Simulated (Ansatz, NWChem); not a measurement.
# Exact exchange and the HOMO–LUMO gap of N2H4 (hydrazine)

The species is N2H4 (6 atoms), meant as a singlet with charge 0. As SMILES, `NN`. Geometry: relaxed at PBE0-D4/def2-TZVP. This is one conformer, not always the lowest.

The HOMO–LUMO gap y, in eV, basis cc-pVTZ; a is the functional's share of exact exchange. Programs: Ansatz 0.2.0, NWChem 7.3.0.

```
functional  program     a  y (eV)
      TPSS   NWChem     0    6.19
    r2SCAN   Ansatz     0    7.03
     B3LYP   Ansatz   0.2       ?
      PBE0   Ansatz  0.25    8.26
   r2SCAN0   Ansatz  0.25    9.09
     BHLYP   Ansatz   0.5   10.36
```

**Question.** Fit y = c + s·a to the known rows and predict B3LYP.

**Answer.** 
1. Means of the 5 rows: a = 0.2000, y = 8.186.
2. Σ(Δa)² = 0.175, Σ(Δa·Δy) = 1.3315, so the slope is 1.3315/0.175 = 7.6086.
3. Intercept: 8.186 − (7.6086) × 0.2000 = 6.664. The largest residual of the fit is 0.52.
4. B3LYP: 6.664 + (7.6086) × 0.2 = 8.19 eV.

The run gave 7.60 eV, so the prediction is off by +0.59 eV, about the scatter of the fit. Exact exchange lowers occupied levels and raises empty ones. The rows mix families of semi-local functionals, which the line can't see.

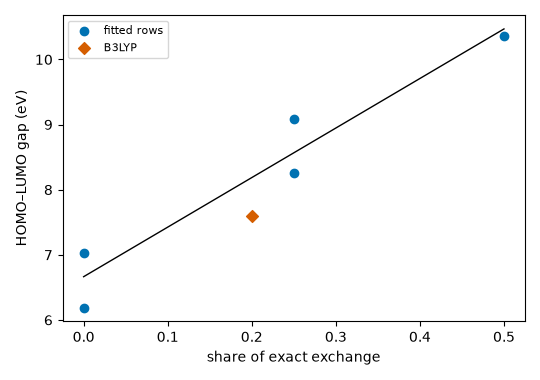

The fitted line, with the withheld row.
